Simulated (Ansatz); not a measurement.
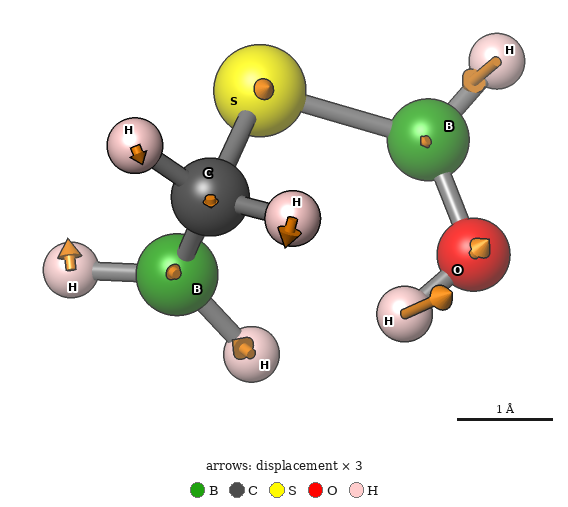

A relaxation of CH$_{6}$B$_{2}$OS. The starting structure is drawn; orange arrows show the displacements, magnified 3 times. The two geometries are superimposed by the best rigid fit.

The picture is a ball-and-stick view, seen at a tilt.

The start comes from PBE-D4/def2-SVP.

The calculation used RKS PBE0-D4/def2-TZVP in Ansatz. Set-up: force threshold 0.005 eV/Å; at most 150 steps.

**Which element moves most?**

Hydrogen: up to 0.33 Å, against 0.11 Å for oxygen.

**What happened in the run?**

Over 10 accepted moves (11 points after the start) the energy falls by 0.062 eV. Largest force component: 0.63 eV/Å at the start, 0.0039 eV/Å at the end. The line search rejected the trial step at point 10 of the run. The largest move after the best rigid fit is that of an H atom, 0.33 Å. By element the largest moves are H 0.33 Å, O 0.11 Å, S 0.09 Å, B 0.06 Å, C 0.05 Å. Near-neighbour distances that change, for instance: C–S 1.890 → 1.848 Å, B–S 1.867 → 1.836 Å, B–H 1.226 → 1.199 Å, H–O 0.987 → 0.965 Å. Among the angles between lasting bonds that change: B–O–H 111.7° → 114.3°, B–C–S 75.7° → 77.7°.
